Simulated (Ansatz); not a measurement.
MgW$_{4}$

The calculation's input:

```
crystal:
  lattice:
    - [-2.8684565921, 2.8684565921, 2.8684565921]
    - [2.8684565921, -2.8684565921, 2.8684565921]
    - [2.8684565921, 2.8684565921, -2.8684565921]
  atoms:
    - { symbol: Mg, position: [0.0, 0.0, 0.0] }
    - { symbol: W, position: [0.5, 0.5, 0.5] }
    - { symbol: W, position: [0.0, 0.0, 0.5] }
    - { symbol: W, position: [0.0, 0.5, 0.0] }
    - { symbol: W, position: [0.5, 0.0, 0.0] }
basis:
  ecutwfc: 420
kpoints:
  mp_grid: { grid: [10, 10, 10] }
  band_path:
    path:
      - [[0.0, 0.0, 0.0], [0.5, -0.5, 0.5], [0.0, 0.0, 0.5], [0.0, 0.0, 0.0], [0.25, 0.25, 0.25], [0.5, -0.5, 0.5]]
      - [[0.25, 0.25, 0.25], [0.0, 0.0, 0.5]]
    npoints: 14
hamiltonian:
  xc: pbe
scf:
  occupations: { method: gaussian, width: 0.1 }
  n_extra_bands: 12
output:
  forces: true
  stress: true
  eigenvalues: true
  populations: true
  dos: { projected: true, de: 0.02, nscf_kmesh: { grid: [12, 12, 12] } }
  bader: true
  write_density: true
  write_potential: true
  elf: true
  volumetric_format: npy
```

Run with:

```sh
ansatz run input.yaml --threads 1 --pin off --max-ram 2048MiB --backend cpu --events-out ev --progress --plain --runs-dir out
```

Below, planes, directions and counts refer to the conventional cell (a = 5.74 Å, b = 5.74 Å, c = 5.74 Å, α = 90.00°, β = 90.00°, γ = 90.00°).

Space group Im-3m; a structure generated by program, which may or may not match a known phase.

These are results of DFT PBE, scalar-relativistic, plane waves, PAW (Ansatz), not measurements.

Question: What can the converged valence pseudo-density and electron localisation function tell about the bonding?

Answer: Mg–W (2.48 Å): ρ is about 0.36 e/Å³ halfway; the ELF is about 0.25 at the midpoint: no localised pair shows between them.
Bader's partition of the density gives Mg +1.42 and W −0.35 e.

Question: How much charge does the calculation move between the atoms?

Answer: Electrons move from Mg towards W. Bader charges: Mg +1.42 and W −0.35 e.

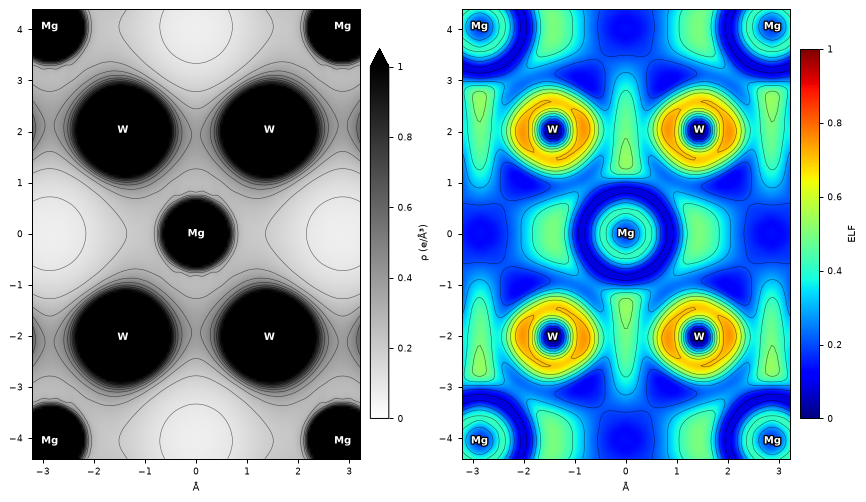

Computed valence pseudo-density and electron localisation function on the (011) plane of the conventional cell, in this order. 

In a PAW calculation such maps are meaningful between the atoms, not at the nuclei.
